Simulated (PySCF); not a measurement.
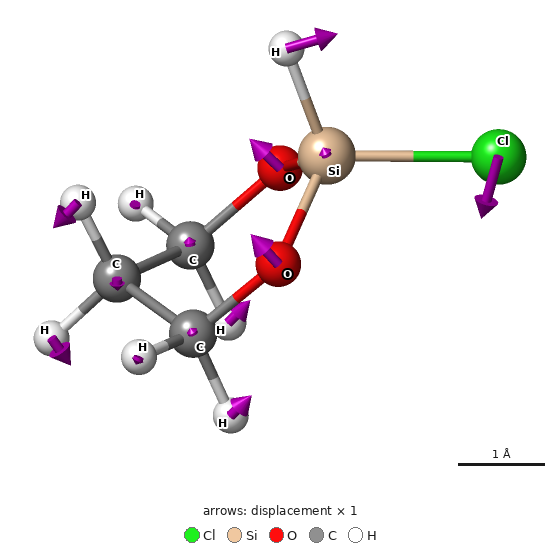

A relaxation of C₃H₇ClO₂Si. The starting structure is drawn; purple arrows show the displacements, at their true length. The two geometries are superimposed by the best rigid fit.

The picture is a ball-and-stick view, seen from a free direction.

The start comes from GFN2-xTB. Its atoms were then displaced at random by about 0.01 Å.

Method: PBE0-D3(BJ)/def2-SVP geometry optimisation, gas phase (PySCF 2.14.0, density-fitted response routines). 

> What happened in the run?

The largest move after the best rigid fit is that of the Cl atom, 0.82 Å. By element the largest moves are Cl 0.82 Å, H 0.63 Å, O 0.52 Å, C 0.16 Å, Si 0.12 Å. Among the contacts that change: C–O 1.353 → 1.417 Å, Cl–Si 2.003 → 2.066 Å, O–Si 1.616 → 1.650 Å, C–H 1.072 → 1.103 Å. Among the angles between lasting bonds that change: Si–O–C 122.8° → 118.9°, H–C–H 110.2° → 107.3°, Si–O–C 121.8° → 118.9°. Groups turn about O–Si by about 50°, O–Si by about 50°, C–O by about 25°. The energy falls by 0.294 eV in 12 geometry steps.
